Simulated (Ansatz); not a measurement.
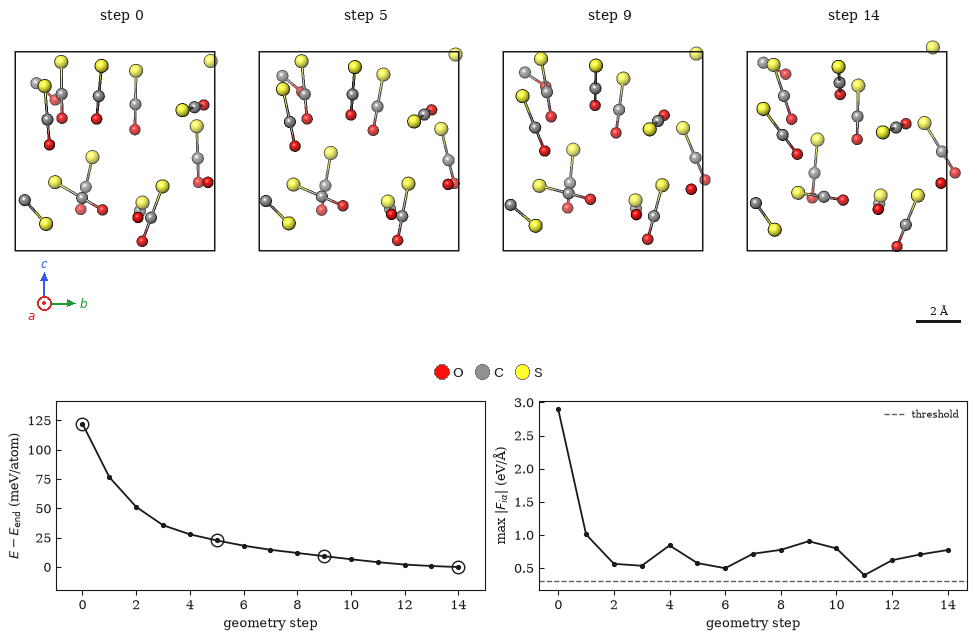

Frames of a relaxation of an amorphous cell of composition CSO, marked on the history of the run. Style: ball-and-stick. Shown: the cell of the calculation, along the a axis.

The cell holds 12 OCS. The run prepares the start of a later molecular dynamics calculation, from a guessed geometry.

The calculation used DFT PBEsol, scalar-relativistic, plane waves, PAW (Ansatz). Settings: plane-wave cutoff 420 eV; k-point mesh 1 × 1 × 1; occupations fermi dirac; smearing width 0.05 eV; no spin polarisation; atoms relaxed in a fixed cell; force threshold 0.3 eV/Å; at most 15 steps.

Describe the path.

Answer. The relaxation stopped without meeting its thresholds, so the last structure isn't shown to be converged. It used up its limit of 15 steps. An S atom moves most: 1.81 Å roughly along [0 −3 −2]. By element the largest moves are S 1.81 Å, C 1.73 Å, O 1.66 Å. The lattice vectors keep their values. Near-neighbour distances that change, for instance: S–S 2.829 → 4.065 Å, C–S 2.413 → 3.571 Å, C–O 1.179 → 1.165 Å, C–S 1.565 → 1.561 Å. The energy falls by 122 meV per atom in 14 geometry steps. The largest force component goes from 2.9 to 0.77 eV/Å. From step 0 to 5: O and S atoms move most (0.79 Å), energy −99.4 meV per atom. From step 5 to 9: O and C atoms move most (0.65 Å), energy −13.4 meV per atom. From step 9 to 14: an S atom moves most (0.77 Å), energy −9.3 meV per atom.

Limits of the set-up: the program's low-accuracy preset was used.
